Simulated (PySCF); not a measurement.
C$_{3}$H$_{11}$B$_{3}$O (SMILES BOCBB(C)C)

```xyz
18

B     2.1530   -0.1014   -1.4206
O     1.9616    0.3658   -0.2055
C     1.6232   -0.4305    0.9248
B     0.0716   -0.5523    1.2343
B    -1.0280    0.0747    0.1960
C    -1.6600   -0.7884   -0.9774
C    -1.4732    1.5948    0.2501
H     2.3880    0.7022   -2.2431
H     2.1135   -1.2567   -1.6788
H     2.0270   -1.4458    0.7930
H     2.1602    0.0051    1.7772
H    -0.1571   -1.1431    2.2231
H    -2.6936   -1.0230   -0.7203
H    -1.6988   -0.2332   -1.9129
H    -1.1560   -1.7328   -1.1680
H    -2.4103    1.8037   -0.2616
H    -1.5337    2.0048    1.2560
H    -0.6960    2.1625   -0.2640
```

Geometry: GFN2-xTB.

These are results of PBE0/pcSseg-1, SCF density, gas phase, non-relativistic in PySCF 2.14.0, not measurements.

Question: What will maps of the electron density and electron localisation function show?

Answer: C–O (1.42 Å): ρ is about 2 e/Å³ halfway, with its minimum of 1.7 e/Å³ about 0.5 Å from C; the ELF peaks at about 0.90 between the atoms; a polar covalent bond.
C–B (1.59 Å): ρ is about 1.4 e/Å³ halfway; the ELF peaks at about 1 between the atoms (a covalent bond).
B–B (1.64 Å): ρ is about 1.2 e/Å³ halfway; the ELF peaks at about 1 between the atoms; a covalent bond.
B–H (1.17 Å): the density is about 1.3 e/Å³ at the midpoint; the ELF climbs to about 1 towards the hydrogen, as it does in any bond to H; an ordinary covalent bond to hydrogen.

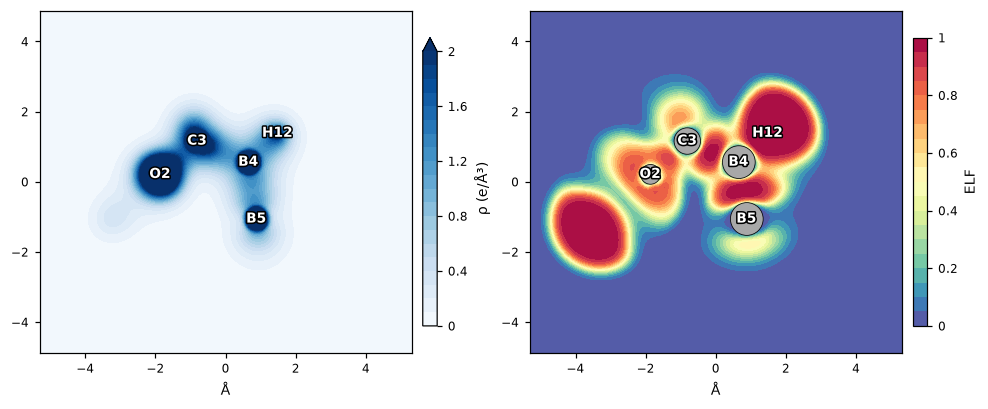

Computed electron density and electron localisation function on the plane of atoms C3, B4 and B5, in this order. Grey discs cover the atomic cores in the ELF map. 
